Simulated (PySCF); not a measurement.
Vertical excitations of a molecule C2H10Si4 from PySCF 2.14.0 with TDA-PBE/def2-SVPD, as energy in eV (oscillator strength): 4.64 (0.014), 5.04 (0.057), 5.38 (0.006), 5.55 (0.004), 5.63 (0.001), 5.70 (0.004). Lowest triplet (TDA): 4.04 eV. Geometry: B3LYP-D3(BJ)/def2-SVP. Other conformers were not sampled.

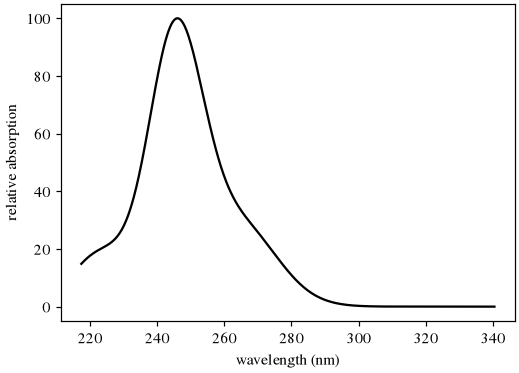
Figure. The lines broadened by 0.4 eV.

Problem. Identify the compound among the candidates.
(A) C#C[Si@@H]([SiH3])[SiH2][SiH3]
(B) C#C[Si]([SiH3])([SiH3])[SiH3]
(C) [SiH3][SiH2][Si@@H]1C=C[SiH2]1
(D) [SiH3]C1=C[SiH2][SiH2][SiH2]1

Solution. C, [SiH3][SiH2][Si@@H]1C=C[SiH2]1
